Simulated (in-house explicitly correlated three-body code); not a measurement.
Two electrons around a point charge Z = 19.985. Computed variationally in 260 exponentially correlated functions with an in-house code, non-relativistic, converged to about 10⁻⁸ of the energy. Wanted, and plotted below: the bound S and P states that converged, by term and principal number n, on a logarithmic scale of binding.

The ground state is bound by 5099 eV. The n = 2 states drawn run, from the deepest, 2 ³S (1258 eV), 2 ³P (1238 eV), 2 ¹S (1236 eV), 2 ¹P (1221 eV). Exchange puts 2 ³S below 2 ¹S by 22.1 eV and 2 ³P below 2 ¹P by 16.3 eV. Quantum defects n − (Z − 1)/√(2 E(binding)): 2 ³S 0.025, 2 ³P 0.010, 2 ¹S 0.008, 2 ¹P −0.004.

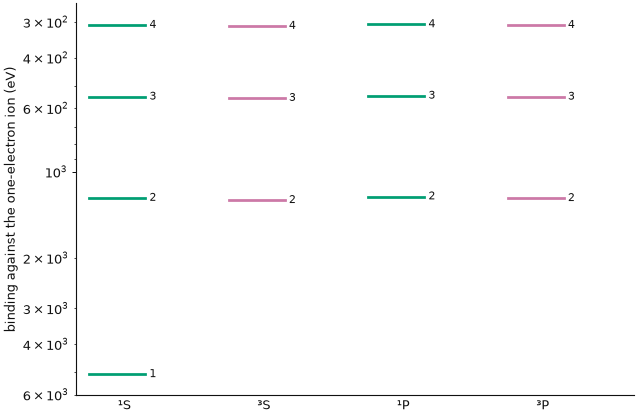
